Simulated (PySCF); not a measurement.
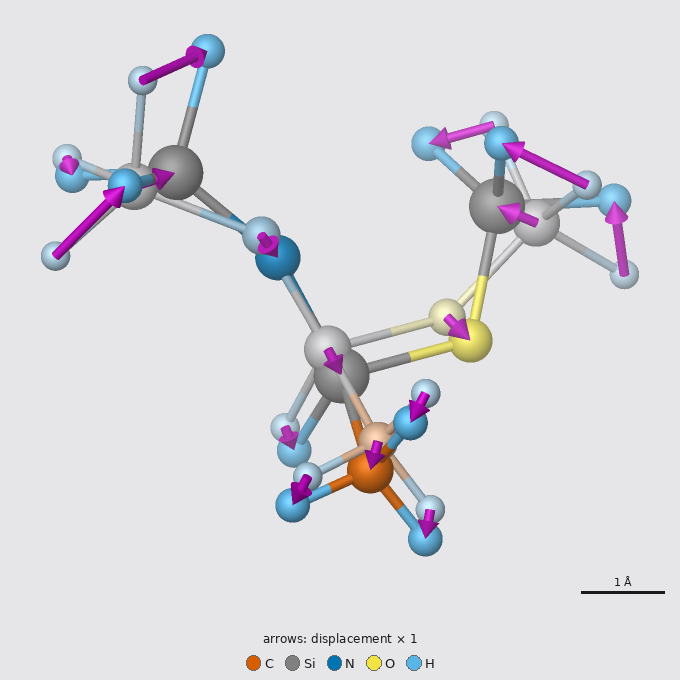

A relaxation of CH10NOSi3 (charge −1). The starting structure is drawn faded, the final one solid; purple arrows show the displacements, at their true length. The two geometries are superimposed by the best rigid fit.

The picture is a ball-and-stick view, seen at a tilt.

The start comes from GFN2-xTB.

All numbers below come from PBE0-D3(BJ)/def2-SVP geometry optimisation, gas phase (PySCF 2.14.0, density-fitted response routines). 

### Describe the change and its energy.

The atom that moves furthest after the best rigid fit is an H atom (1.28 Å). By element the largest moves are H 1.28 Å, Si 0.55 Å, O 0.42 Å, N 0.41 Å, C 0.36 Å. Among the contacts that change: O–Si 1.577 → 1.658 Å, H–Si 1.479 → 1.513 Å, H–Si 1.498 → 1.526 Å, H–Si 1.469 → 1.497 Å. Among the angles between lasting bonds that change: Si–O–Si 143.2° → 116.2°, Si–N–Si 141.9° → 158.3°, O–Si–H 96.4° → 104.2°. Groups turn about O–Si by about 25°, N–Si by about 20°. Over 14 geometry steps the energy falls by 7.63 kcal/mol. Largest force component: 1.2 eV/Å at the start, 0.015 eV/Å at the end. The run took about 2.9 core-minutes on a shared host.

Limits of the set-up: the basis has no diffuse functions, which an anion needs.
